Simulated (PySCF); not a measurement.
**C9H8: NMR shielding calculation**

- system: C9H8, SMILES C1=C(c2ccccc2)C1
- method: GIAO LDA/def2-SVP NMR shielding, non-relativistic, gas phase (PySCF 2.14.0)

The geometry comes from this level: GFN2-xTB. Figures and captions count atoms from 1; the log counts them from 0 in places.

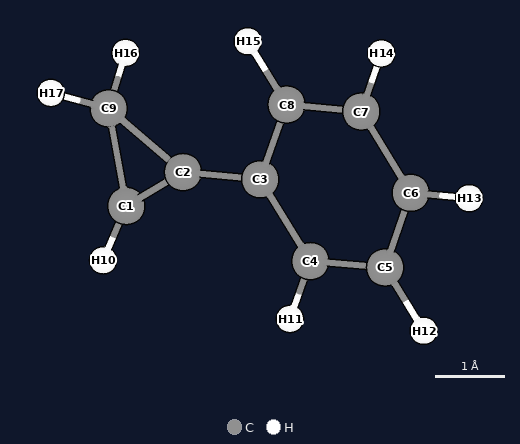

Fig. 1: The structure (ball-and-stick view, seen at a tilt; atoms are numbered from 1 in the order of the input). Bond lengths as drawn: C–C 1.31 to 1.50 Å and C–H 1.06 to 1.09 Å.

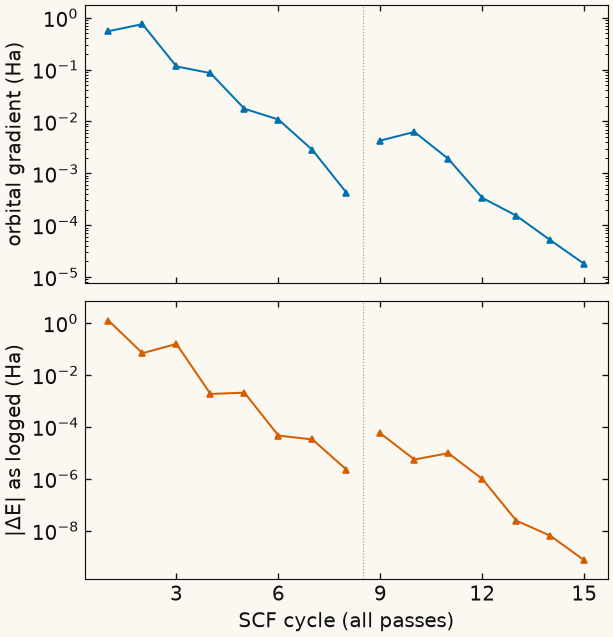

Fig. 2: Convergence of the self-consistent field: orbital gradient and size of the energy change against the SCF cycle. The dotted line marks the change from a coarse to the final integration grid. The first 8 cycles use a coarse grid, the final grid takes over at cycle 9, and the field converges after 15 cycles in all.

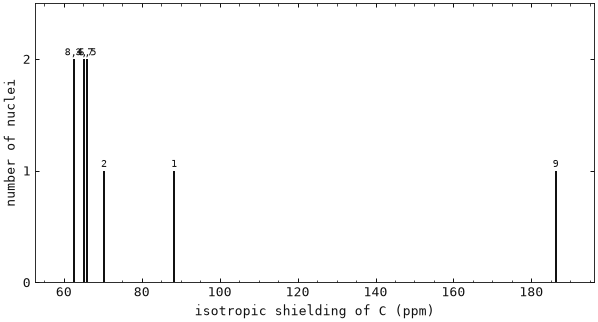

Fig. 3: Isotropic shieldings of the carbon nuclei in this fixed geometry, labelled by atom number; shielding grows to the right, so chemical shift grows to the left. The least shielded is C8 (62.4 ppm), the most shielded C9 (186.3 ppm).

The input that produced these results follows, with the program's output.

## The input
```
{"job": {"xc": "LDA", "basis": "def2-SVP", "grid": 3, "kind": "nmr", "pop": false}, "charge": 0, "multiplicity": 1}
C     -2.717398    -0.623925     0.248393
C     -1.550818    -0.050897     0.100544
C     -0.128808    -0.092182     0.014299
C      0.555083    -1.306368     0.125434
C      1.932464    -1.336692     0.040301
C      2.646410    -0.163757    -0.154453
C      1.976308     1.044455    -0.265278
C      0.598281     1.084119    -0.182761
C     -2.742358     0.862764     0.061810
H     -3.322658    -1.483407     0.396123
H     -0.008150    -2.215088     0.278123
H      2.456211    -2.277859     0.125740
H      3.724148    -0.192261    -0.219547
H      2.533341     1.957782    -0.416732
H      0.068464     2.021721    -0.269231
H     -3.071688     1.278175    -0.885511
H     -2.955831     1.505451     0.910248
```

The first line tells a small driver script what to run in PySCF; the rest is the geometry in Å.

Launch command:
```bash
OMP_NUM_THREADS=1 python <driver script> task.json out
```

## The program's output
```
coarse grid: 14736 points
cycle   1  E = -344.0417804960  dE =  1.245e+00  |g| = 5.499e-01  |ddm| = 5.501e+00
cycle   2  E = -343.9734304959  dE =  6.835e-02  |g| = 7.517e-01  |ddm| = 1.730e+00
cycle   3  E = -344.1297941532  dE = -1.564e-01  |g| = 1.150e-01  |ddm| = 1.124e+00
cycle   4  E = -344.1316437508  dE = -1.850e-03  |g| = 8.561e-02  |ddm| = 2.413e-01
cycle   5  E = -344.1337153049  dE = -2.072e-03  |g| = 1.756e-02  |ddm| = 1.053e-01
cycle   6  E = -344.1337613071  dE = -4.600e-05  |g| = 1.090e-02  |ddm| = 3.427e-02
cycle   7  E = -344.1337940484  dE = -3.274e-05  |g| = 2.822e-03  |ddm| = 1.624e-02
cycle   8  E = -344.1337962995  dE = -2.251e-06  |g| = 4.257e-04  |ddm| = 3.571e-03
final grid: 205528 points
cycle   9  E = -344.2356650265  dE = -5.625e-05  |g| = 4.289e-03  |ddm| = 5.631e-02
cycle  10  E = -344.2356595063  dE =  5.520e-06  |g| = 6.292e-03  |ddm| = 1.434e-02
cycle  11  E = -344.2356691685  dE = -9.662e-06  |g| = 1.899e-03  |ddm| = 8.495e-03
cycle  12  E = -344.2356701511  dE = -9.826e-07  |g| = 3.365e-04  |ddm| = 2.663e-03
cycle  13  E = -344.2356701755  dE = -2.435e-08  |g| = 1.527e-04  |ddm| = 5.453e-04
cycle  14  E = -344.2356701819  dE = -6.382e-09  |g| = 5.151e-05  |ddm| = 2.546e-04
cycle  15  E = -344.2356701826  dE = -7.225e-10  |g| = 1.795e-05  |ddm| = 7.383e-05
converged SCF energy = -344.2356701826

GIAO shielding tensors (ppm)
atom      isotropic    diamagn.    paramagn.     s11        s22        s33       span
  0 C       88.299     258.975    -170.676    -20.110     98.470    186.537    206.647
  1 C       70.311     244.392    -174.081    -48.277     98.898    160.312    208.588
  2 C       65.092     254.899    -189.806    -23.995     32.582    186.690    210.685
  3 C       62.624     253.677    -191.052    -34.792     45.875    176.789    211.582
  4 C       66.070     249.939    -183.868    -32.712     45.504    185.419    218.131
  5 C       66.035     249.800    -183.765    -32.057     44.658    185.505    217.563
  6 C       65.403     250.119    -184.716    -34.202     44.987    185.425    219.628
  7 C       62.412     254.602    -192.190    -24.116     36.338    175.014    199.130
  8 C      186.257     253.841     -67.584    149.725    163.286    245.759     96.034
  9 H       24.324      34.649     -10.326     21.566     24.128     27.277      5.711
 10 H       23.406      33.579     -10.173     19.592     22.023     28.604      9.012
 11 H       23.812      29.217      -5.405     20.629     23.584     27.223      6.594
 12 H       23.972      28.085      -4.112     21.054     23.646     27.217      6.164
 13 H       23.750      29.565      -5.815     20.660     23.383     27.205      6.545
 14 H       23.802      33.935     -10.134     20.176     22.851     28.378      8.202
 15 H       30.230      29.773       0.457     25.594     26.549     38.547     12.952
 16 H       30.231      29.794       0.436     25.593     26.552     38.547     12.954
```

## Key numbers

- outcome: converged
- total energy: −344.235670 hartree
- HOMO: −5.52 eV
- LUMO: −2.18 eV
- dipole moment: 0.79 D
- isotropic shielding, C: 62.4 to 186.3 ppm
- isotropic shielding, H: 23.4 to 30.2 ppm
- hardware: 1 CPU thread, shared host
- wall time: 26 s
- peak memory: 0.83 GiB
